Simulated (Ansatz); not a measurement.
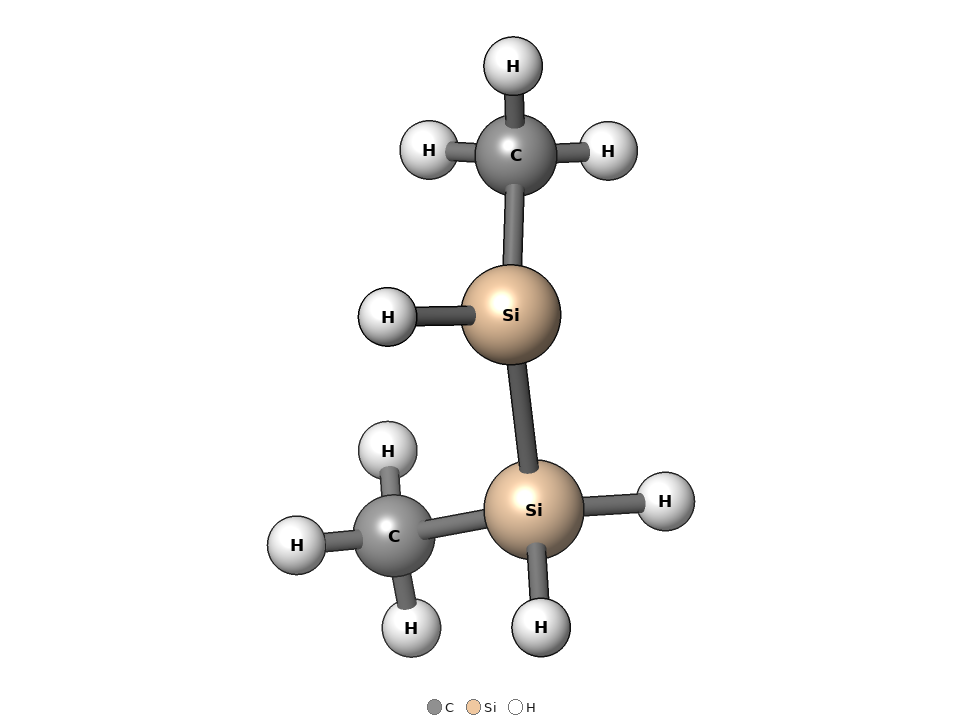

Charge 0, doublet. The geometry was computed by an optimisation with PBE-D4/def2-SVP. No frequency run is at hand to confirm it as a minimum. Method: UKS PBE-D4/def2-SVP (Ansatz 0.2.0).

Give the dipole moment at this level.

1.28 D.

Give the dispersion correction at this level.

−26.6 kJ/mol.

Estimate the ⟨S²⟩ of the determinant.

0.753.
